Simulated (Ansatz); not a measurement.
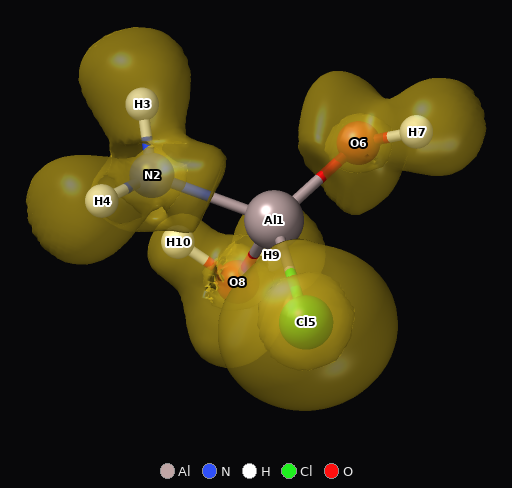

The picture shows: AlClH5NO2. Isosurface of the electron localisation function at 0.75 (yellow), seen from one side. Core shells and regions of very low density are left out.

Theory: RKS PBE-D4/def2-SVP (Ansatz).

Input

```
crystal:
  periodic: [false, false, false]
  atoms:
    - { symbol: Al, position_ang: [0.019383, 0.157381, 0.107339] }
    - { symbol: "N", position_ang: [-0.016895, 0.053052, 1.982294] }
    - { symbol: H, position_ang: [-0.892194, 0.191822, 2.49486] }
    - { symbol: H, position_ang: [0.742223, 0.508293, 2.502108] }
    - { symbol: Cl, position_ang: [1.811728, 0.758791, -0.816957] }
    - { symbol: O, position_ang: [-1.369733, -0.027898, -0.869264] }
    - { symbol: H, position_ang: [-2.246464, -0.308962, -0.567113] }
    - { symbol: O, position_ang: [0.590287, -2.677594, 0.756264] }
    - { symbol: H, position_ang: [-0.266914, -3.142276, 0.719135] }
    - { symbol: H, position_ang: [0.490378, -2.102509, 1.564133] }
basis:
  gaussian: { orbitals: def2-SVP }
hamiltonian:
  xc: pbe
  dispersion: d4
relax:
  f_tol: 0.03
  max_steps: 50
output:
  orbitals: {}
```

Run with:

```sh
ansatz run input.yaml --threads 2 --pin off --max-ram 3072MiB --backend cpu --events-out ev --progress --plain --runs-dir out
```

The fields are those of the run's last geometry, not of the input's.

Where are the electrons localised?

The surface consists of one region on Cl in which the atom's valence shell and bonds are merged, one joined region spread over several atoms (H, N), in which their bonds and any lone pairs are merged and two joined regions spread over several atoms (H, O), in which their bonds and any lone pairs are merged.

Values along the shortest contacts:
Al–O (1.73 Å): the ELF peaks at about 0.85 in the valence shell of O, 0.6 Å from its nucleus, and is about 0.35 at the midpoint. Al–N (1.86 Å): the ELF peaks at about 0.95 between the atoms: a polar covalent bond.
